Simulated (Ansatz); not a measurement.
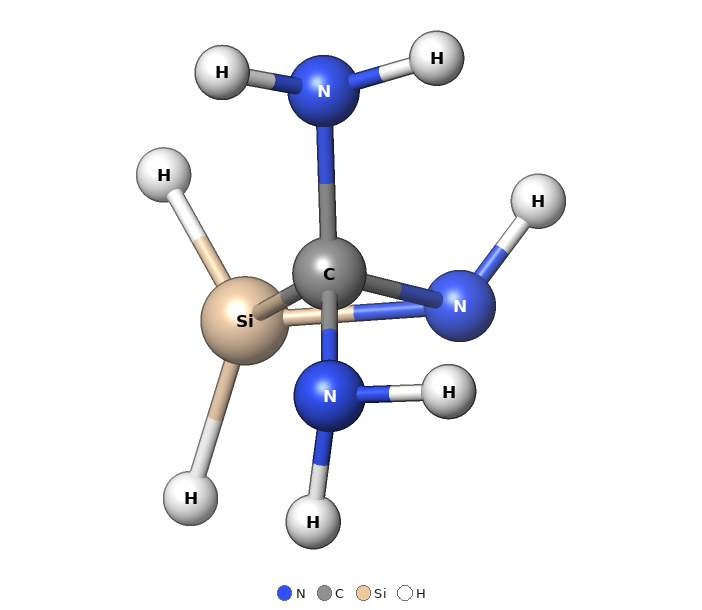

Computed geometry: PBE0-D4/def2-TZVP optimisation.

Identify the structure.

The molecule is CH₇N₃Si. Its SMILES string is `NC1(N)N[SiH2]1`. Independent rings (smallest set): 1 of 3 members. Among its groups: primary amine, Si–H bond, Si–N bond. Coordination, clear cases only: 3 N trigonal pyramidal.

More results for the same structure follow; atom numbers are the same in all pictures, views and colours differ.

### Geometry

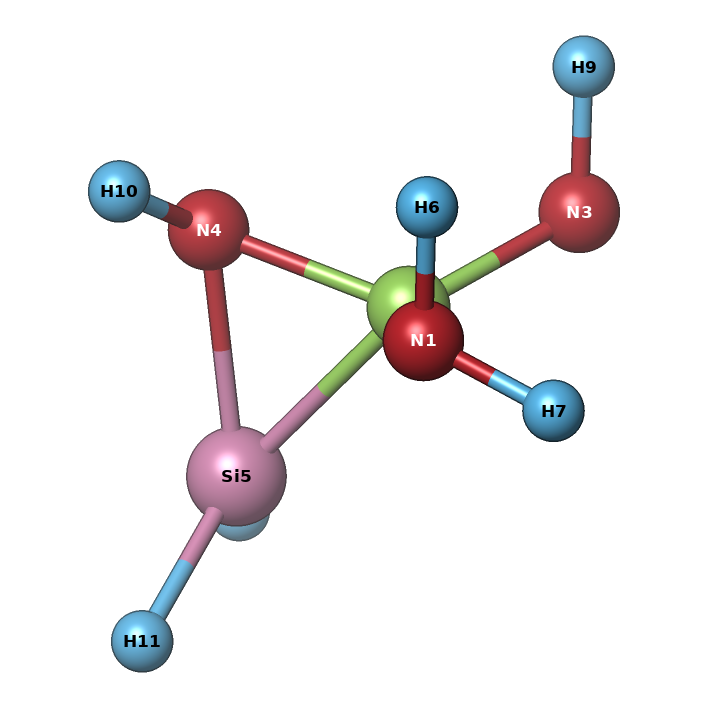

C2 lies behind N1. The molecule seen nearly along the N1–C2 bond, N1 in front. Atoms fade into the background with distance from the viewer.

Question: What is the torsion angle H6–N1–C2–Si5? The sign is positive where the front bond must turn clockwise to cover the back bond.

Answer: −139°, anticlinal.

### Thermal motion

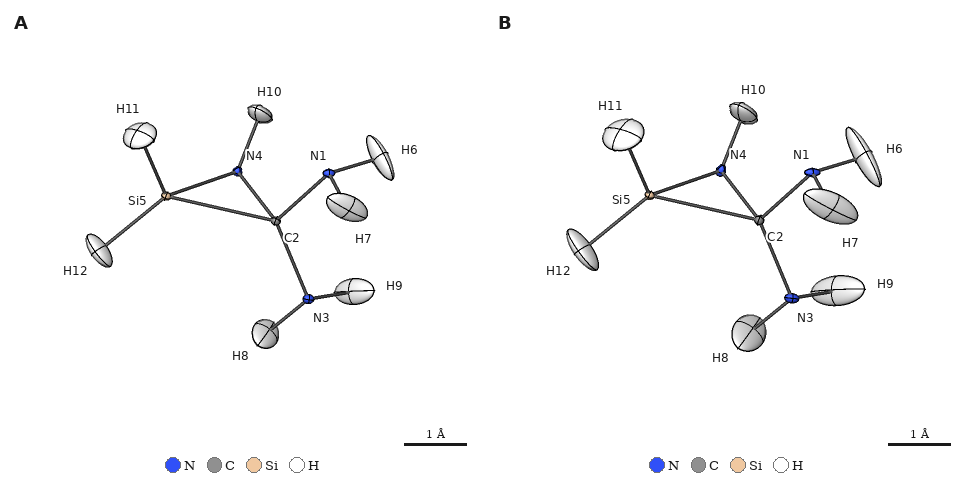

Displacement ellipsoids at the 50 % level, from the internal vibrations of the free molecule (harmonic, no overall translation or rotation; no half-axis is drawn under 0.075 Å). Vibrations computed with RKS PBE0-D4/def2-TZVP (Ansatz 0.2.0). One panel is for 298 K, the other for 600 K.

Question: Which panel is for 600 K?

Answer: B.

Question: How much does the mean-square displacement of H9 grow, and why?

Answer: U_eq goes from 0.0403 to 0.0700 Å², a factor of 1.7. Modes below kT (417 cm⁻¹ at 600 K) grow about in proportion to T, and the lowest lies at 181 cm⁻¹; the mean-square amplitude of a mode is its zero-point value times coth(ħω/2kT), which comes close to 1 only above about 3kT.

### Charges

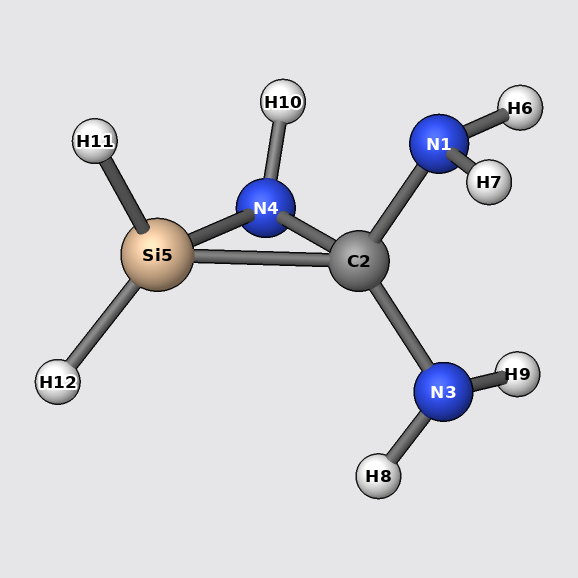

The questions are on Mulliken charges. Level of theory: RKS ωB97M-V/def2-TZVPP (Ansatz 0.2.0).

Question: Which atom carries the highest charge (most positive or least negative)?

Answer: Si5 (0.32 e).

Question: And the lowest?

Answer: N4 (−0.31 e).

Give the Mulliken charges atom by atom.

| atom | value (e) |
| --- | --- |
| N1 | −0.29 |
| C2 | 0.05 |
| N3 | −0.24 |
| N4 | −0.31 |
| Si5 | 0.32 |
| H6 | 0.10 |
| H7 | 0.12 |
| H8 | 0.11 |
| H9 | 0.09 |
| H10 | 0.10 |
| H11 | −0.02 |
| H12 | −0.03 |

### Electronic properties

Properties computed with RKS PBE-D4/def2-TZVPP (Ansatz 0.2.0).

Question: Give the dispersion correction at this level.

Answer: −25.3 kJ/mol.

Question: What is the dipole moment?

Answer: 0.71 D.

Question: Estimate the HOMO energy (Kohn–Sham orbital).

Answer: −5.33 eV.

Question: Give the HOMO–LUMO gap at this level.

Answer: 4.31 eV.

Mulliken values depend strongly on the basis set and can even reverse the polarity of a bond.
